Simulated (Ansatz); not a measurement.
**SVWN5/def2-SVPD (core potential) run of CH3In (SMILES C[In])**

What is the vertical electron affinity of CH3In at SVWN5/def2-SVPD (core potential)? 

The calculation is run with Ansatz 0.2.0.

46 further runs of the same task are left out: 5 that didn't finish, 41 set aside as unsound or not needed.

**1. Starting point**

CH3In has 5 atoms, charge 0, and is taken as a singlet. SMILES: `C[In]`. The coordinates come from a PBE0-D4/def2-TZVP relaxation.

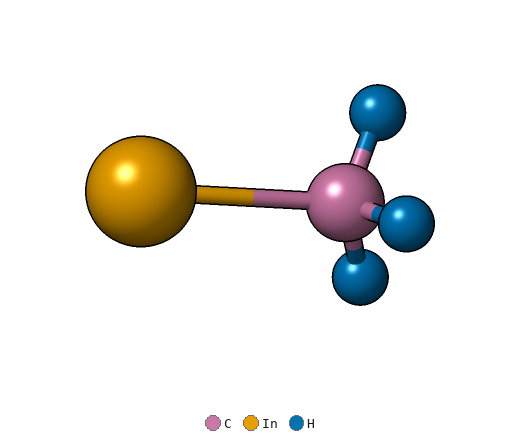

The structure, seen from a chosen angle (carbon pink, indium amber, hydrogen blue).

**2. A single-point energy at SVWN5/def2-SVPD (core potential)**

Input file in.yaml:

```yaml
basis:
  gaussian:
    orbitals: def2-SVPD
crystal:
  periodic: [false, false, false]
  atoms:
    - symbol: C
      position_ang: [-0.182770, 0.073150, -0.070580]
    - symbol: In
      position_ang: [1.772750, -0.709460, 0.684610]
    - symbol: H
      position_ang: [-0.972960, -0.040920, 0.680150]
    - symbol: H
      position_ang: [-0.502560, -0.460530, -0.972760]
    - symbol: H
      position_ang: [-0.114460, 1.137770, -0.321410]
hamiltonian:
  xc: {name: SVWN5}
accuracy: high
output:
  orbitals: {seedname: orbitals}
```

Launch:

```console
ansatz run in.yaml --threads 1 --pin off --max-ram 3480MiB --events-out events.jsonl --progress --plain --runs-dir runs
```

Log:

```text
Warning: RAYON_NUM_THREADS=1 ignored (pool sized by the plan → 1); use --threads N
Functional definition: SVWN5
  name "SVWN5"
  exchange = slater_x
  correlation = vwn5_c
1696 factors; integrals over basis functions are off by at most 3.1e-9 eV
mean field evaluation 1: about -6229.1939 eV, gradient 6.3e1 eV
mean field evaluation 2: about -6170.4466 eV, gradient 1.2e2 eV
mean field evaluation 4: about -6239.2874 eV, gradient 8.1e0 eV
mean field evaluation 8: about -6239.5993 eV, gradient 1.0e-1 eV
mean field evaluation 16: about -6239.5994 eV, gradient 2.3e-6 eV
mean field -6239.59940058 eV, -229.3010486188 hartree, gradient 2.3e-8 eV, S^2 0.000000; 0 other end points of the search recorded, 0 dependent functions left out
reference -6239.59940420 eV, -229.3010487519 hartree; 15, 15 occupied and 61, 61 virtual orbitals, 1696 factors
Total energy: -6239.59940420 eV, -229.3010487519 hartree
```

Run time: 3.9 s. Hardware: 1 thread of Arm Neoverse V1, shared host; peak memory 0.18 GiB.

**3. The doublet anion at the same level**

Input file run.yaml:

```yaml
crystal:
  periodic: [false, false, false]
  atoms:
    - {symbol: C, position_ang: [-0.182770, 0.073150, -0.070580]}
    - {symbol: In, position_ang: [1.772750, -0.709460, 0.684610]}
    - {symbol: H, position_ang: [-0.972960, -0.040920, 0.680150]}
    - {symbol: H, position_ang: [-0.502560, -0.460530, -0.972760]}
    - {symbol: H, position_ang: [-0.114460, 1.137770, -0.321410]}
basis:
  gaussian: {orbitals: def2-SVPD}
magnetization: {spin_polarized: true, initial_magnetization: 1}
total_charge: -1
hamiltonian: {xc: {name: SVWN5}}
accuracy: high
output: {orbitals: {seedname: orbitals}}
```

Launch:

```console
ansatz run run.yaml --threads 1 --pin off --max-ram 3480MiB --events-out events.jsonl --progress --plain --runs-dir runs
```

Log:

```text
Warning: RAYON_NUM_THREADS=1 ignored (pool sized by the plan → 1); use --threads N
[... 4 set-up lines as earlier in the session ...]
1697 factors; integrals over basis functions are off by at most 3.1e-9 eV
mean field evaluation 1: about -6237.8699 eV, gradient 1.8e1 eV
mean field evaluation 2: about -6235.4846 eV, gradient 2.7e1 eV
mean field evaluation 4: about -6239.4967 eV, gradient 1.5e0 eV
mean field evaluation 8: about -6239.5113 eV, gradient 1.1e0 eV
mean field evaluation 16: about -6239.5228 eV, gradient 6.8e-3 eV
mean field evaluation 32: about -6239.5228 eV, gradient 1.3e-8 eV
mean field evaluation 64: about -6239.5224 eV, gradient 1.7e-1 eV
mean field evaluation 96: about -6239.5227 eV, gradient 3.0e-3 eV
mean field -6239.52279547 eV, -229.2982334330 hartree, gradient 3.5e-8 eV, S^2 0.751420; 9 other end points of the search recorded, 0 dependent functions left out
reference -6239.52279919 eV, -229.2982335697 hartree; 16, 15 occupied and 60, 61 virtual orbitals, 1697 factors
Total energy: -6239.52279919 eV, -229.2982335697 hartree
```

Run time: 35 s. Hardware: 1 thread of Arm Neoverse V1, shared host; peak memory 0.23 GiB.

**4. What came out**

At SVWN5/def2-SVPD (core potential):

```
                                         quantity          value
                      singlet CH3In: total energy  -229.30105 Eh
                       singlet CH3In: HOMO energy       -4.68 eV
                       singlet CH3In: LUMO energy       -2.33 eV
                     singlet CH3In: HOMO–LUMO gap        2.35 eV
                      doublet anion: total energy  -229.29823 Eh
doublet anion: HOMO energy (highest over α and β)        2.46 eV
                              doublet anion: ⟨S²⟩          0.751
vertical electron affinity (to the doublet anion)      -0.077 eV
```

The anion lies 0.08 eV (7.4 kJ/mol) above the neutral: the electron isn't bound at this level, and such a value depends on the basis. The HOMO (doublet anion) lies at positive energy, 2.46 eV, as semi-local functionals often give for anions; only total energies tell whether the electron is bound.
